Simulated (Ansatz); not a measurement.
## Electronic structure of GeH$_{3}$···H$_{2}$O (doublet) in real space

```xyz
7

Ge   -0.1928    0.2481   -0.2331
H     0.1396    0.4302    3.0967
H     1.3352    0.0959   -0.1679
H    -0.6171    0.9307   -1.5541
H    -0.9004   -1.1122   -0.0948
O     0.2679   -0.4650    2.7733
H    -0.5452   -0.9288    2.9884
```

Level of theory: UKS PBE0-D4/def2-TZVP (Ansatz 0.2.0).

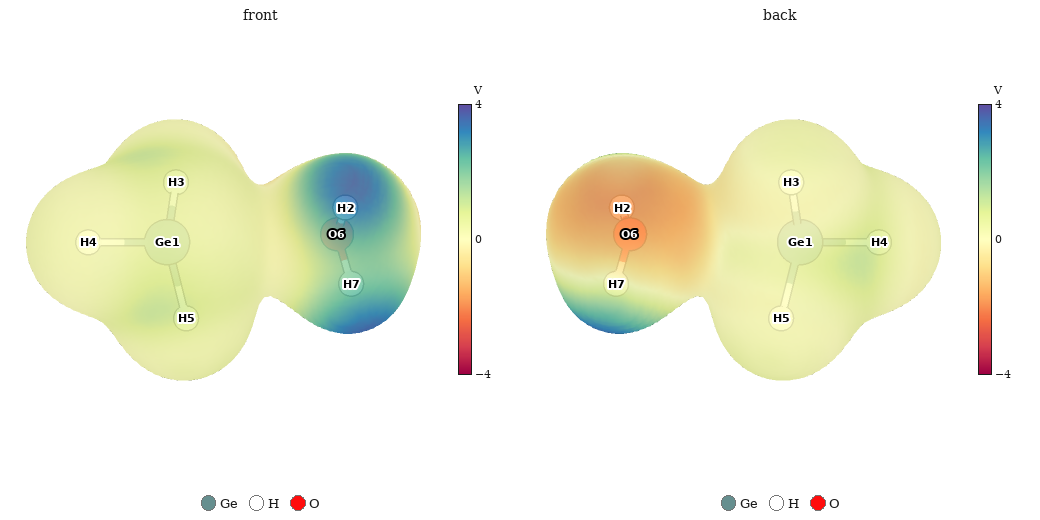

Figure 1. The molecular electrostatic potential painted on the density surface at 0.004 e/bohr³, seen from the front and from behind; red is negative and blue positive.

Question: Where is the surface potential most negative and most positive?

Answer: The most negative region (about −1.8 V, or −42 kcal/mol for a unit charge) lies over O6, the most positive (about +3.5 V, or +81 kcal/mol for a unit charge) over H2 and H7. O6 is the likeliest acceptor of a hydrogen bond.

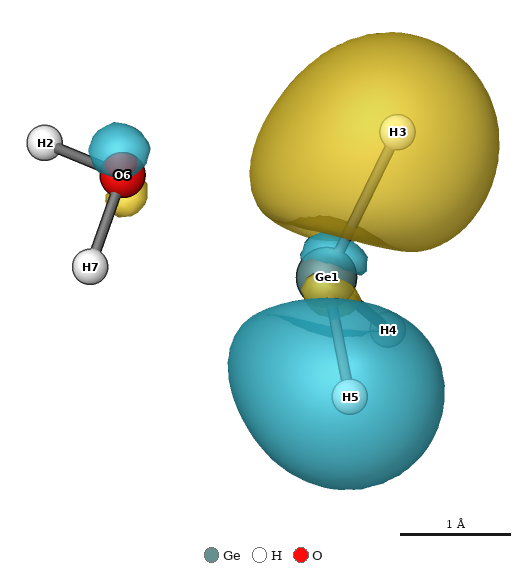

Figure 2. The HOMO−1 (β) at ±0.15 Å⁻³ᐟ² (yellow and cyan are the two phases), seen at an oblique angle.

Question: Where does this orbital lie, and at what energy?

Answer: By Hirshfeld shares it lies mainly on Ge1 (about 45 %), H3 (about 30 %) and H5 (about 20 %). Its energy is −9.34 eV.

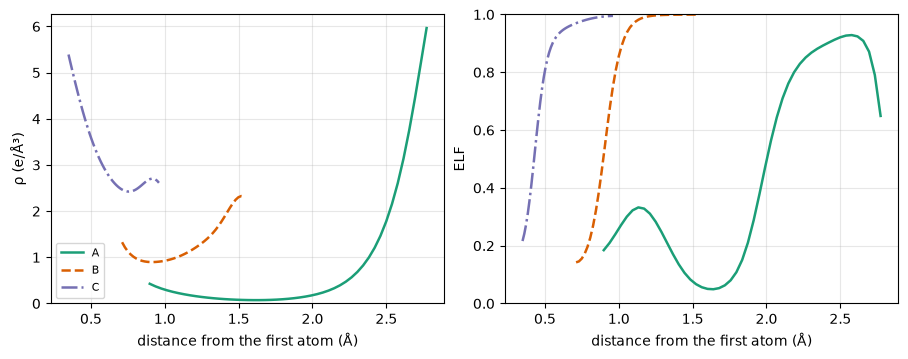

Figure 3. Electron density and ELF along straight lines between neighbouring atoms. The curves leave out the atomic cores.

Question: Which curve belongs to which contact (Ge–H, Ge–O and O–H)? The first atom named is at distance zero.

Answer: Curve A: Ge1···O6 (3.12 Å): the density falls to about 0.07 e/Å³ on the way; the ELF dips to about 0.05 between them. Curve B: Ge–H (1.54 Å): ρ is about 1.1 e/Å³ halfway; the ELF climbs to about 1 towards the hydrogen. Curve C: O–H (0.96 Å): ρ at the midpoint is about 3.8 e/Å³; the ELF climbs to about 1 towards the hydrogen (an ordinary covalent bond to hydrogen).
